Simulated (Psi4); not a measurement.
# doublet GeTe+ at 3 levels

We compute a comparison of 3 runs (U-wB97X-V/def2-TZVP, UDSD-PBEP86/def2-TZVP, UHSE06/def2-TZVP) of doublet GeTe+. 

Program for the calculation: Psi4 1.11.

## (1) The molecule

The species is GeTe+ (2 atoms), meant as a doublet with charge +1. SMILES of the parent species: `[Ge][Te]`. The bond length is the one measured for the parent species. That shape belongs to the parent species and isn't relaxed for this state.

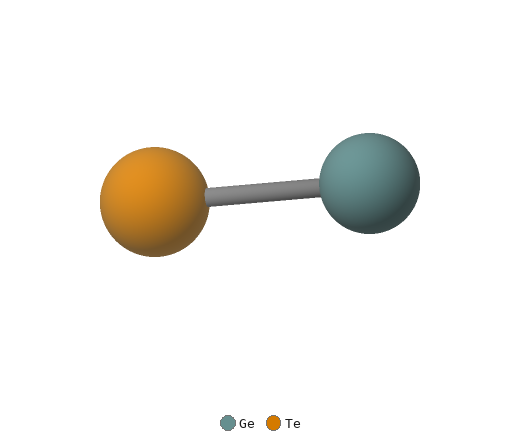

Viewed from a chosen angle; germanium teal, tellurium orange.

## (2) The energy at U-wB97X-V/def2-TZVP (core potential) (run 1)

Contents of gete.xyz:

```xyz
2
GeTe
Ge     0.000000     0.000000     0.000000
Te     0.000000     0.000000     2.340165
```

Contents of run_ase.py:

```python
import numpy as np
from ase.calculators.psi4 import Psi4
from ase.io import read

a = read('gete.xyz')
calc = Psi4(atoms=a, method='wb97x-v', basis='def2-TZVP', memory='1600MB', num_threads=1, charge=1, multiplicity=2, label='calc', reference='uks')
calc.psi4.set_options({'puream': True, 'e_convergence': 1e-09, 'd_convergence': 1e-08, 'scf_type': 'pk', 'dft_radial_points': 99, 'dft_spherical_points': 590, 'maxiter': 100})
a.calc = calc

print(f'energy: {a.get_potential_energy():.6f} eV')
```

Command:

```sh
$ python run_ase.py
```

calc.dat:

```text
[...]
    !!!  WARNING: ECP capability is in beta. Please check occupations closely.  !!!
[...]
  Running in c1 symmetry.
[...]
  Nuclear repulsion =  173.666428561473225
[...]
  Multiplicity = 2
[...]
  Nalpha       = 28
  Nbeta        = 27
[...]
    Number of basis functions: 98
[...]
   @UKS iter   1: -2343.04071838975960   -4.06372e+00   3.04139e-02 DIIS/ADIIS
[...]
   @UKS iter  21: -2344.51158942459870   -5.45697e-12   7.83830e-09 DIIS
[...]
   @S^2 Observed:                7.534285316E-01
[...]
    Orbital Energies [Eh]
    ---------------------
    Alpha Occupied:
       1A   -398.852039     2A    -50.097534     3A    -44.611000
       4A    -44.609735     5A    -44.606986     6A     -6.615945
       7A     -6.600234     8A     -4.776639     9A     -4.772736
      10A     -4.764869    11A     -4.761027    12A     -4.748692
      13A     -4.747091    14A     -1.960202    15A     -1.957358
      16A     -1.955051    17A     -1.946579    18A     -1.945356
      19A     -1.602194    20A     -1.601853    21A     -1.596246
      22A     -1.593054    23A     -1.592853    24A     -1.015527
      25A     -0.790625    26A     -0.599508    27A     -0.574115
      28A     -0.570566
    Alpha Virtual:
[...]
  @UKS Final Energy: -2344.51158942459870
   => Energetics <=
    Nuclear Repulsion Energy =            173.6664285614732250
    One-Electron Energy =               -3694.2510811470451699
    Two-Electron Energy =                1251.8323862611800905
    DFT Exchange-Correlation Energy =     -75.9828314025350124
    Empirical Dispersion Energy =           0.0000000000000000
    VV10 Nonlocal Energy =                  0.2235083023280079
    Total Energy =                      -2344.5115894245986965
[...]
 Multipole Moments:
 ------------------------------------------------------------------------------------
     Multipole            Electronic (a.u.)      Nuclear  (a.u.)        Total (a.u.)
 ------------------------------------------------------------------------------------
 L = 1.  Multiply by 2.5417464519 to convert [e a0] to [Debye]
 Dipole X            :         -0.0000018            0.0000000           -0.0000018
 Dipole Y            :         -0.0000001            0.0000000           -0.0000001
 Dipole Z            :         50.8771478          -51.6995702           -0.8224224
 Magnitude           :                                                    0.8224224
[...]
```

On the terminal:

```text
energy: -63797.409898 eV
```

It took 25 s on 1 thread of Intel Xeon Platinum 8488C (Sapphire Rapids), shared host; peak memory 0.79 GiB.

## (3) A single-point energy at UDSD-PBEP86/def2-TZVP (core potential, density fitting for correlation) (run 2)

Contents of input.inp:

```
memory 1600 MB

molecule geom {
  1 2
  Ge     0.000000     0.000000     0.000000
  Te     0.000000     0.000000     2.340165
  symmetry c1
}

set basis def2-TZVP
set reference uks
set puream true
set e_convergence 1e-09
set d_convergence 1e-08
set scf_type pk
set dft_radial_points 99
set dft_spherical_points 590
set num_frozen_docc 13
set maxiter 100

energy_value, wavefunction = energy("dsd-pbep86", return_wfn=True)
```

Command:

```sh
$ psi4 input.inp input.out -n 1
```

input.out:

```text
[...]
    !!!  WARNING: ECP capability is in beta. Please check occupations closely.  !!!
[...]
  Running in c1 symmetry.
[...]
  Nuclear repulsion =  173.666428561473225
[...]
  Multiplicity = 2
[...]
  Nalpha       = 28
  Nbeta        = 27
[...]
    Number of basis functions: 98
[...]
   @UKS iter   1: -2341.96269285410017   -4.51397e+00   2.86060e-02 ADIIS/DIIS
[...]
   @UKS iter  22: -2343.27634147871913   -1.59162e-11   8.45828e-09 DIIS
[...]
   @S^2 Observed:                7.623401333E-01
[...]
    Orbital Energies [Eh]
    ---------------------
    Alpha Occupied:
       1A   -403.250532     2A    -51.600819     3A    -45.832334
       4A    -45.831257     5A    -45.829533     6A     -7.134729
       7A     -7.069069     8A     -5.176858     9A     -5.173172
      10A     -5.168148    11A     -5.101454    12A     -5.088055
      13A     -5.086862    14A     -2.074945    15A     -2.071890
      16A     -2.069761    17A     -2.061036    18A     -2.059593
      19A     -1.770042    20A     -1.769707    21A     -1.764294
      22A     -1.761183    23A     -1.761008    24A     -1.023222
      25A     -0.769778    26A     -0.585992    27A     -0.550075
      28A     -0.546599
    Alpha Virtual:
[...]
  @UKS Final Energy: -2343.27634147871913
   => Energetics <=
    Nuclear Repulsion Energy =            173.6664285614732250
    One-Electron Energy =               -3694.7955244851009411
    Two-Electron Energy =                1206.1895829061172662
    DFT Exchange-Correlation Energy =     -28.3368284612089525
    Empirical Dispersion Energy =           0.0000000000000000
    VV10 Nonlocal Energy =                  0.0000000000000000
    Total Energy =                      -2343.2763414787191323
[...]
 Multipole Moments:
 ------------------------------------------------------------------------------------
     Multipole            Electronic (a.u.)      Nuclear  (a.u.)        Total (a.u.)
 ------------------------------------------------------------------------------------
 L = 1.  Multiply by 2.5417464519 to convert [e a0] to [Debye]
 Dipole X            :          0.0000005            0.0000000            0.0000005
 Dipole Y            :         -0.0000002            0.0000000           -0.0000002
 Dipole Z            :         50.8289752          -51.6995702           -0.8705950
 Magnitude           :                                                    0.8705950
[...]
```

It took 12 s on 1 thread of Intel Xeon Platinum 8488C (Sapphire Rapids), shared host; peak memory 0.66 GiB.

## (4) The energy at UHSE06/def2-TZVP (core potential) (run 3)

Contents of input.json:

```json
{
 "schema_name": "qcschema_input",
 "schema_version": 1,
 "molecule": {
  "schema_name": "qcschema_molecule",
  "schema_version": 2,
  "symbols": ["Ge", "Te"],
  "geometry": [0.0, 0.0, 0.0, 0.0, 0.0, 4.42227094],
  "molecular_charge": 1,
  "molecular_multiplicity": 2,
  "fix_symmetry": "c1",
  "fix_com": true,
  "fix_orientation": true
 },
 "driver": "energy",
 "model": {
  "method": "hse06",
  "basis": "def2-TZVP"
 },
 "keywords": {
  "reference": "uks",
  "puream": true,
  "e_convergence": 1e-09,
  "d_convergence": 1e-08,
  "scf_type": "pk",
  "dft_radial_points": 99,
  "dft_spherical_points": 590,
  "maxiter": 100,
  "scf_properties": ["QUADRUPOLE", "WIBERG_LOWDIN_INDICES", "MAYER_INDICES"]
 }
}
```

Command:

```sh
$ psi4 --qcschema input.json -n 1 --memory 1600MB
```

stdout:

```text
[...]
    !!!  WARNING: ECP capability is in beta. Please check occupations closely.  !!!
[...]
  Running in c1 symmetry.
[...]
  Nuclear repulsion =  173.666428497933708
[...]
  Multiplicity = 2
[...]
  Nalpha       = 28
  Nbeta        = 27
[...]
    Number of basis functions: 98
[...]
   @UKS iter   1: -2343.09887086648723   -3.55539e+00   2.98506e-02 DIIS/ADIIS
[...]
   @UKS iter  17: -2344.47105594151481   -1.24601e-10   7.40605e-09 DIIS
[...]
   @S^2 Observed:                7.543957310E-01
[...]
    Orbital Energies [Eh]
    ---------------------
    Alpha Occupied:
       1A   -399.369151     2A    -50.177497     3A    -44.652296
       4A    -44.650942     5A    -44.648691     6A     -6.556529
       7A     -6.544794     8A     -4.700281     9A     -4.696064
      10A     -4.690094    11A     -4.685628    12A     -4.672770
      13A     -4.671804    14A     -1.860171    15A     -1.857056
      16A     -1.855353    17A     -1.846354    18A     -1.845059
      19A     -1.493074    20A     -1.492600    21A     -1.488132
      22A     -1.484910    23A     -1.484395    24A     -0.891852
      25A     -0.683985    26A     -0.511156    27A     -0.483055
      28A     -0.480489
    Alpha Virtual:
[...]
  @UKS Final Energy: -2344.47105594151481
   => Energetics <=
    Nuclear Repulsion Energy =            173.6664284979337083
    One-Electron Energy =               -3694.4671084561068710
    Two-Electron Energy =                1252.2584201191907596
    DFT Exchange-Correlation Energy =     -75.9287961025326439
    Empirical Dispersion Energy =           0.0000000000000000
    VV10 Nonlocal Energy =                  0.0000000000000000
    Total Energy =                      -2344.4710559415148055
[...]
 Multipole Moments:
 ------------------------------------------------------------------------------------
     Multipole            Electronic (a.u.)      Nuclear  (a.u.)        Total (a.u.)
 ------------------------------------------------------------------------------------
 L = 1.  Multiply by 2.5417464519 to convert [e a0] to [Debye]
 Dipole X            :         -0.0000003            0.0000000           -0.0000003
 Dipole Y            :         -0.0000001            0.0000000           -0.0000001
 Dipole Z            :       -104.0436296          106.1345026            2.0908730
 Magnitude           :                                                    2.0908730
 L = 2.  Multiply by 1.3450342976 to convert [e a0^2] to [Debye ang]
 Quadrupole XX       :        -26.2126340            0.0000000          -26.2126340
 Quadrupole XY       :         -0.2006750            0.0000000           -0.2006750
[...]
```

The result, in JSON:

```text
{
 "driver": "energy",
 "model": {
  "method": "hse06",
  "basis": "def2-TZVP"
 },
 "success": true,
 "return_result": -2344.471055941515,
 "properties": {
  "calcinfo_nbasis": 98,
  "calcinfo_nmo": 98,
  "calcinfo_nalpha": 28,
  "calcinfo_nbeta": 27,
  "calcinfo_natom": 2,
  "nuclear_repulsion_energy": 173.6664284979337,
  "return_energy": -2344.471055941515,
  "scf_one_electron_energy": -3694.467108456107,
  "scf_two_electron_energy": 1252.2584201191908,
  "scf_xc_energy": -75.92879610253264,
  "scf_dipole_moment": [-3.0427407942381265e-07, -5.060793272907555e-08, 2.090872979640153],
  "scf_total_energy": -2344.471055941515,
  "scf_iterations": 17
 }
}
```

Wall time 20 s (1 thread of Intel Xeon Platinum 8488C (Sapphire Rapids), shared host); peak memory 0.75 GiB.

## (5) The series

| run | level | frozen core orbitals | fitting correlation | energy (Eh) | HOMO energy (eV) | LUMO energy (eV) | ⟨S²⟩ | wall time |
| --- | --- | --- | --- | --- | --- | --- | --- | --- |
| 1 | U-wB97X-V/def2-TZVP (core potential) | 0 | – | -2344.511589 | -15.28 | -9.04 | 0.753 | 25 s |
| 2 | UDSD-PBEP86/def2-TZVP (core potential, density fitting for correlation) | 13 | density fitting | -2343.594423 | -14.42 | -8.89 | 0.762 | 12 s |
| 3 | UHSE06/def2-TZVP (core potential) | 0 | – | -2344.471056 | -12.80 | -11.59 | 0.754 | 20 s |

## (6) What came out

| quantity | value |
| --- | --- |
| run 3: total energy | -2344.47106 Eh |
| run 3: HOMO energy (highest over α and β) | -12.80 eV |
| run 3: LUMO energy (lowest over α and β) | -11.59 eV |
| run 3: ⟨S²⟩ | 0.754 |

What this shows: Totals of different functionals can't be ranked against each other. All runs together took 57 s, the longest 25 s.
